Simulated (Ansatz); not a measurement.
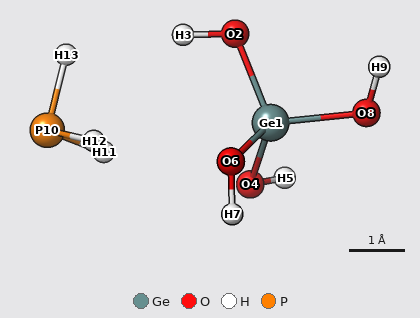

The starting structure (ball-and-stick view, seen at an oblique angle; atoms are numbered from 1 in the order of the input). Sticks mark near contacts.

Nudged elastic band of GePH7O4 (part 1 of 2)

GePH7O4, computed with RKS PBE/def2-SVP (Ansatz 0.2.0).

It belongs to a series of runs on one base structure; here: band between the two ends. Figures and captions count atoms from 1; the log counts them from 0 in places.

The program's output
```
Engine: ansatz 0.2.0, aarch64-unknown-linux-gnu
Functional definition: PBE
  parameter kappa = 0.804
  parameter beta = 0.06672455060314922
  exchange = pbe_x(kappa = kappa, mu = beta*pi^2/3)
  correlation = pbe_c(beta = beta)
1536 factors; their error is unknown
mean field evaluation 1: about -74055.1261 eV, gradient 1.0e2 eV
mean field evaluation 2: about -73998.3778 eV, gradient 2.0e2 eV
mean field evaluation 4: about -74073.3446 eV, gradient 8.2e0 eV
mean field evaluation 8: about -74073.4662 eV, gradient 1.4e-1 eV
mean field evaluation 16: about -74073.4046 eV, gradient 5.1e-4 eV
mean field -74073.40461469 eV, -2722.1474108329 hartree, gradient 5.9e-5 eV, S^2 0.000000; 0 other end points of the search recorded, 0 dependent functions left out
the calculation of the forces begins
reference -74073.40465164 eV, -2722.1474121909 hartree; 43, 43 occupied and 98, 98 virtual orbitals, 1536 factors
1536 factors; their error is unknown
mean field evaluation 32: about -74073.7691 eV, gradient 4.4e-2 eV
mean field -74073.76911744 eV, -2722.1608060617 hartree, gradient 4.9e-5 eV, S^2 0.000000; 0 other end points of the search recorded, 0 dependent functions left out
[... from here on the field's lines of each further geometry are left out, up to the last ...]
NEB iter   1: max|band force component| = 1.031e2 eV/Å  barrier→ = 23.2359 eV  barrier← = 23.6004 eV  Δτ_max = 0.2000 Å  (329 SCF iters)
NEB iter   2: max|band force component| = 4.316e1 eV/Å  barrier→ = 9.2912 eV  barrier← = 9.6557 eV  Δτ_max = 0.2000 Å  (304 SCF iters)
NEB iter   3: max|band force component| = 1.762e1 eV/Å  barrier→ = 3.4479 eV  barrier← = 3.8124 eV  Δτ_max = 0.2000 Å  (293 SCF iters)
NEB iter   4: max|band force component| = 8.158e0 eV/Å  barrier→ = 1.6252 eV  barrier← = 1.9897 eV  Δτ_max = 0.2000 Å  (308 SCF iters)
NEB iter   5: max|band force component| = 4.513e0 eV/Å  barrier→ = 1.2027 eV  barrier← = 1.5672 eV  Δτ_max = 0.1965 Å  (286 SCF iters)
NEB iter   6: max|band force component| = 3.817e0 eV/Å  barrier→ = 1.1471 eV  barrier← = 1.5116 eV  Δτ_max = 0.1001 Å  (283 SCF iters)
NEB iter   7: max|band force component| = 3.088e0 eV/Å  barrier→ = 1.0673 eV  barrier← = 1.4318 eV  Δτ_max = 0.0503 Å  (269 SCF iters)
NEB iter   8: max|band force component| = 1.642e0 eV/Å  barrier→ = 1.0232 eV  barrier← = 1.3877 eV  Δτ_max = 0.1015 Å  (266 SCF iters)
NEB iter   9: max|band force component| = 7.470e-1 eV/Å  barrier→ = 0.9734 eV  barrier← = 1.3379 eV  Δτ_max = 0.1002 Å  (272 SCF iters)
NEB iter  10: max|band force component| = 7.594e-1 eV/Å  barrier→ = 1.0094 eV  barrier← = 1.3739 eV  CI = image 4  Δτ_max = 0.2000 Å  (265 SCF iters)
NEB iter  11: max|band force component| = 6.870e-1 eV/Å  barrier→ = 1.4406 eV  barrier← = 1.8051 eV  CI = image 4  Δτ_max = 0.2000 Å  (291 SCF iters)
NEB iter  12: max|band force component| = 5.726e-1 eV/Å  barrier→ = 1.5655 eV  barrier← = 1.9300 eV  CI = image 4  Δτ_max = 0.0998 Å  (280 SCF iters)
NEB iter  13: max|band force component| = 2.513e-1 eV/Å  barrier→ = 1.5273 eV  barrier← = 1.8918 eV  CI = image 4  Δτ_max = 0.1247 Å  (264 SCF iters)
NEB iter  14: max|band force component| = 1.924e-1 eV/Å  barrier→ = 1.5175 eV  barrier← = 1.8820 eV  CI = image 4  Δτ_max = 0.0662 Å  (264 SCF iters)
NEB iter  15: max|band force component| = 1.894e-1 eV/Å  barrier→ = 1.5117 eV  barrier← = 1.8762 eV  CI = image 4  Δτ_max = 0.0903 Å  (258 SCF iters)
NEB iter  16: max|band force component| = 1.471e-1 eV/Å  barrier→ = 1.5034 eV  barrier← = 1.8679 eV  CI = image 4  Δτ_max = 0.1317 Å  (257 SCF iters)
NEB iter  17: max|band force component| = 1.285e-1 eV/Å  barrier→ = 1.4861 eV  barrier← = 1.8506 eV  CI = image 4  Δτ_max = 0.1742 Å  (263 SCF iters)
NEB iter  18: max|band force component| = 2.282e-1 eV/Å  barrier→ = 1.4597 eV  barrier← = 1.8242 eV  CI = image 4  Δτ_max = 0.0891 Å  (267 SCF iters)
NEB iter  19: max|band force component| = 1.822e-1 eV/Å  barrier→ = 1.4417 eV  barrier← = 1.8062 eV  CI = image 4  Δτ_max = 0.0890 Å  (268 SCF iters)
NEB iter  20: max|band force component| = 2.037e-1 eV/Å  barrier→ = 1.4238 eV  barrier← = 1.7883 eV  CI = image 4  Δτ_max = 0.0447 Å  (262 SCF iters)
NEB iter  21: max|band force component| = 1.757e-1 eV/Å  barrier→ = 1.4169 eV  barrier← = 1.7814 eV  CI = image 4  Δτ_max = 0.0449 Å  (263 SCF iters)
NEB iter  22: max|band force component| = 1.482e-1 eV/Å  barrier→ = 1.4099 eV  barrier← = 1.7744 eV  CI = image 4  Δτ_max = 0.0447 Å  (263 SCF iters)
NEB iter  23: max|band force component| = 1.314e-1 eV/Å  barrier→ = 1.4028 eV  barrier← = 1.7673 eV  CI = image 4  Δτ_max = 0.0895 Å  (265 SCF iters)
NEB iter  24: max|band force component| = 9.253e-2 eV/Å  barrier→ = 1.3899 eV  barrier← = 1.7544 eV  CI = image 4  Δτ_max = 0.0894 Å  (266 SCF iters)
NEB iter  25: max|band force component| = 9.939e-2 eV/Å  barrier→ = 1.3797 eV  barrier← = 1.7442 eV  CI = image 4  Δτ_max = 0.0448 Å  (263 SCF iters)
NEB iter  26: max|band force component| = 8.437e-2 eV/Å  barrier→ = 1.3756 eV  barrier← = 1.7401 eV  CI = image 4  Δτ_max = 0.0447 Å  (259 SCF iters)
NEB iter  27: max|band force component| = 7.505e-2 eV/Å  barrier→ = 1.3720 eV  barrier← = 1.7365 eV  CI = image 4  Δτ_max = 0.0447 Å  (257 SCF iters)
NEB iter  28: max|band force component| = 4.849e-2 eV/Å  barrier→ = 1.3689 eV  barrier← = 1.7334 eV  CI = image 4  Δτ_max = 0.0445 Å  (258 SCF iters)
NEB iter  29: max|band force component| = 7.294e-2 eV/Å  barrier→ = 1.3663 eV  barrier← = 1.7308 eV  CI = image 4  Δτ_max = 0.0896 Å  (29 SCF iters)
NEB iter  30: max|band force component| = 7.718e-2 eV/Å  barrier→ = 1.3632 eV  barrier← = 1.7277 eV  CI = image 4  Δτ_max = 0.0450 Å  (260 SCF iters)
NEB iter  31: max|band force component| = 7.466e-2 eV/Å  barrier→ = 1.3615 eV  barrier← = 1.7260 eV  CI = image 4  Δτ_max = 0.0449 Å  (260 SCF iters)
NEB iter  32: max|band force component| = 6.508e-2 eV/Å  barrier→ = 1.3598 eV  barrier← = 1.7243 eV  CI = image 4  Δτ_max = 0.0448 Å  (253 SCF iters)
NEB iter  33: max|band force component| = 7.157e-2 eV/Å  barrier→ = 1.3584 eV  barrier← = 1.7229 eV  CI = image 4  Δτ_max = 0.0448 Å  (257 SCF iters)
NEB iter  34: max|band force component| = 7.417e-2 eV/Å  barrier→ = 1.3571 eV  barrier← = 1.7216 eV  CI = image 4  Δτ_max = 0.0448 Å  (256 SCF iters)
NEB iter  35: max|band force component| = 7.332e-2 eV/Å  barrier→ = 1.3560 eV  barrier← = 1.7205 eV  CI = image 4  Δτ_max = 0.0447 Å  (257 SCF iters)
NEB iter  36: max|band force component| = 6.627e-2 eV/Å  barrier→ = 1.3550 eV  barrier← = 1.7195 eV  CI = image 4  Δτ_max = 0.0447 Å  (255 SCF iters)
NEB iter  37: max|band force component| = 5.596e-2 eV/Å  barrier→ = 1.3542 eV  barrier← = 1.7187 eV  CI = image 4  Δτ_max = 0.0447 Å  (258 SCF iters)
NEB iter  38: max|band force component| = 5.501e-2 eV/Å  barrier→ = 1.3533 eV  barrier← = 1.7178 eV  CI = image 4  Δτ_max = 0.0447 Å  (256 SCF iters)
the calculation of the forces begins
reference -74073.76133939 eV, -2722.1605202237 hartree; 43, 43 occupied and 98, 98 virtual orbitals, 1536 factors
1536 factors; their error is unknown
mean field -74072.05210404 eV, -2722.0977069832 hartree, gradient 8.9e-6 eV, S^2 0.000000; 1 other end points of the search recorded, 0 dependent functions left out
the calculation of the forces begins
reference -74072.05213893 eV, -2722.0977082655 hartree; 43, 43 occupied and 98, 98 virtual orbitals, 1536 factors
NEB iter  39: max|band force component| = 4.843e-2 eV/Å  barrier→ = 1.3525 eV  barrier← = 1.7170 eV  CI = image 4  Δτ_max = 0.0000 Å  (535 SCF iters)
```

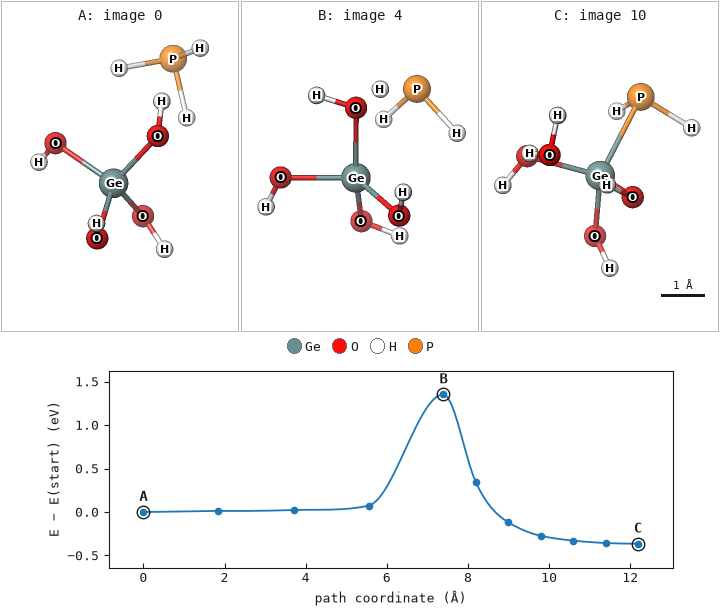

Images of the last band (counted from 0; ball-and-stick, seen at a tilt) above the energy along the path; the line is a cubic interpolation that uses the forces. The highest image is number 4, 1.353 eV above the start and 1.717 eV above the end (the climbing image); the end lies 0.365 eV below the start. The path is 12.19 Å long. The band converged in 39 iterations.

```
Total energy: -74072.05213893 eV, -2722.0977082655 hartree
Atom 0 at    -0.014939     0.115739     0.068260 Å, force     0.006487    -0.020139     0.000245 eV/Å
Atom 1 at    -0.680179     0.362572     1.919666 Å, force     0.017250     0.025484    -0.012967 eV/Å
Atom 2 at    -1.490957     0.915393     1.850480 Å, force    -0.001708    -0.000443     0.000603 eV/Å
Atom 3 at     0.968295     0.448582    -1.409451 Å, force    -0.009221     0.004710     0.008028 eV/Å
Atom 4 at     1.765640    -0.116385    -1.400590 Å, force     0.001981     0.005640     0.001339 eV/Å
Atom 5 at    -1.554601     0.835251    -0.504478 Å, force     0.005424    -0.006764    -0.004420 eV/Å
Atom 6 at    -1.479368     0.981888    -1.468283 Å, force    -0.004876     0.000918     0.001221 eV/Å
Atom 7 at     0.202171    -1.649994     0.245020 Å, force    -0.008138     0.007553     0.002243 eV/Å
Atom 8 at    -0.192337    -1.907597     1.102039 Å, force     0.000988    -0.002270    -0.001119 eV/Å
Atom 9 at     1.929382     1.678842     1.624396 Å, force     0.010302     0.004713     0.000168 eV/Å
Atom 10 at     2.630801     0.494664     1.207738 Å, force    -0.000504    -0.001155    -0.000929 eV/Å
Atom 11 at     1.845149     2.250400     0.311546 Å, force     0.000453     0.001505    -0.000031 eV/Å
Atom 12 at     0.389644     1.086145     1.985058 Å, force    -0.018438    -0.019752     0.005618 eV/Å
Dipole moment:    -0.144732    -0.036071     0.006123 e Å
this run last wrote the band of iteration 39 to [file]; this run last wrote the band within `neb.f_tol` of iteration 28 to [file]
```

The last band as extended XYZ (Å, eV, eV/Å)
```
13
Properties=species:S:1:pos:R:3:forces:R:3 image=0 energy=-74073.40462
Ge   -0.2366   -0.4135   -0.0391   -0.0028   0.0003  -0.0011
O    -0.3063   -0.4339    1.7377    0.0015   0.0006  -0.0004
H    -0.0693    0.4516    2.0791    0.0017  -0.0006  -0.0010
O     1.3884   -0.3823   -0.7769    0.0006  -0.0013  -0.0011
H     1.7416   -1.2910   -0.8327    0.0000   0.0001  -0.0010
O    -1.0232    1.0984   -0.5705   -0.0002  -0.0002   0.0017
H    -0.6979    1.3369   -1.4600    0.0003  -0.0012  -0.0007
O    -1.0007   -1.9291   -0.5736   -0.0004   0.0005   0.0001
H    -1.6921   -2.1897    0.0647   -0.0001   0.0004   0.0003
P     1.8577    2.8234    1.5186   -0.0008  -0.0005   0.0002
H     2.3558    1.6505    0.8458    0.0019  -0.0004   0.0022
H     0.5745    2.7102    0.8696   -0.0003  -0.0002  -0.0001
H     1.4270    2.0640    2.6687   -0.0014   0.0025   0.0009
13
Properties=species:S:1:pos:R:3:forces:R:3 image=1 energy=-74073.39267
Ge   -0.3579   -0.3782   -0.1126   -0.0007   0.0026   0.0043
O    -0.4750   -0.1172    1.6453   -0.0007   0.0013  -0.0072
H    -0.4924    0.8412    1.8349    0.0011   0.0004   0.0006
O     1.2465   -0.1303   -0.8599    0.0022   0.0036  -0.0008
H     1.7893   -0.9348   -0.7498   -0.0023  -0.0011   0.0002
O    -1.4291    0.8196   -0.8772    0.0001  -0.0031  -0.0007
H    -1.1604    0.9497   -1.8070   -0.0014  -0.0013  -0.0007
O    -0.7503   -2.0942   -0.3731   -0.0006  -0.0030  -0.0022
H    -1.4090   -2.3852    0.2863    0.0012   0.0025   0.0030
P     2.3374    2.5289    1.7860    0.0002   0.0002   0.0013
H     2.2459    1.6333    0.6596   -0.0005  -0.0008   0.0004
H     1.0952    3.1802    1.4475    0.0003  -0.0008   0.0011
H     1.6785    1.5825    2.6513    0.0010  -0.0004   0.0008
13
Properties=species:S:1:pos:R:3:forces:R:3 image=2 energy=-74073.38192
Ge   -0.4874   -0.3030   -0.1013   -0.0022   0.0009   0.0042
O    -0.6264    0.0800    1.6376   -0.0036  -0.0021  -0.0100
H    -1.1035    0.9262    1.7418    0.0024  -0.0001   0.0016
O     0.9708    0.2660   -0.9551    0.0017  -0.0037  -0.0046
H     1.6559   -0.4294   -0.9242   -0.0027  -0.0078   0.0006
O    -1.8662    0.5252   -0.8646    0.0012  -0.0048   0.0019
H    -1.6703    0.6904   -1.8067    0.0031  -0.0005  -0.0015
O    -0.4301   -2.0789   -0.2107   -0.0018  -0.0030   0.0017
H    -0.9277   -2.4686    0.5336   -0.0057  -0.0009  -0.0019
P     2.6441    2.1909    2.0195    0.0023   0.0022   0.0001
H     2.8125    1.4245    0.8117   -0.0025   0.0081  -0.0089
H     1.9064    3.2076    1.3115    0.0053   0.0113   0.0159
H     1.4405    1.4645    2.3384    0.0026   0.0003   0.0008
13
Properties=species:S:1:pos:R:3:forces:R:3 image=3 energy=-74073.33141
Ge   -0.4800   -0.1298   -0.0601   -0.0394  -0.0244   0.0049
O    -0.6810    0.2584    1.6779   -0.0106  -0.0060  -0.0425
H    -1.3671    0.9495    1.7641    0.0153   0.0094  -0.0034
O     0.8107    0.6234   -1.0343   -0.0131   0.0187   0.0220
H     1.5987    0.0457   -1.0510   -0.0174   0.0232   0.0479
O    -1.9773    0.4787   -0.8057   -0.0239  -0.0260  -0.0306
H    -1.7531    0.8378   -1.6862   -0.0400  -0.0326  -0.0293
O    -0.1270   -1.8737   -0.0724   -0.0247  -0.0148  -0.0188
H    -0.4102   -2.2475    0.7849   -0.0228  -0.0303  -0.0247
P     2.4908    2.0026    1.8759    0.0518   0.0241   0.0184
H     2.9608    0.7225    1.4029    0.0302   0.0181   0.0251
H     2.0611    2.3747    0.5518    0.0239   0.0059   0.0164
H     1.1924    1.4532    2.1835    0.0707   0.0349   0.0145
13
Properties=species:S:1:pos:R:3:forces:R:3 image=4 energy=-74072.05210
Ge   -0.0149    0.1157    0.0683    0.0065  -0.0201   0.0002
O    -0.6802    0.3626    1.9197    0.0173   0.0255  -0.0130
H    -1.4910    0.9154    1.8505   -0.0017  -0.0004   0.0006
O     0.9683    0.4486   -1.4095   -0.0092   0.0047   0.0080
H     1.7656   -0.1164   -1.4006    0.0020   0.0056   0.0013
O    -1.5546    0.8353   -0.5045    0.0054  -0.0068  -0.0044
H    -1.4794    0.9819   -1.4683   -0.0049   0.0009   0.0012
O     0.2022   -1.6500    0.2450   -0.0081   0.0076   0.0022
H    -0.1923   -1.9076    1.1020    0.0010  -0.0023  -0.0011
P     1.9294    1.6788    1.6244    0.0103   0.0047   0.0002
H     2.6308    0.4947    1.2077   -0.0005  -0.0012  -0.0009
H     1.8451    2.2504    0.3115    0.0005   0.0015   0.0000
H     0.3896    1.0861    1.9851   -0.0184  -0.0198   0.0056
13
Properties=species:S:1:pos:R:3:forces:R:3 image=5 energy=-74073.06508
Ge    0.1985    0.1945    0.0386    0.3259   0.0858  -0.0472
O    -0.7804    0.3274    2.1282   -0.1617  -0.0041   0.2699
H    -1.5391    0.8814    1.8471   -0.0769  -0.0096  -0.0232
O     0.9733    0.3866   -1.5773    0.0177  -0.1028  -0.2258
H     1.7895   -0.1463   -1.5589    0.0545  -0.0312  -0.1969
O    -1.4427    0.8413   -0.3827    0.1703   0.0630   0.1482
H    -1.4643    0.9435   -1.3576    0.0557  -0.0038   0.1348
O     0.2808   -1.5883    0.2722    0.0437   0.1021   0.0392
H    -0.1512   -1.8337    1.1131   -0.0148   0.1066   0.0027
P     1.7511    1.5770    1.3878   -0.2264  -0.1957  -0.3065
H     2.7578    0.5857    1.1474    0.1560   0.0558  -0.0647
H     1.9755    2.3492    0.2108    0.2360   0.0984  -0.1245
H    -0.0300    0.9773    2.2628   -0.5799  -0.1645   0.3939
```
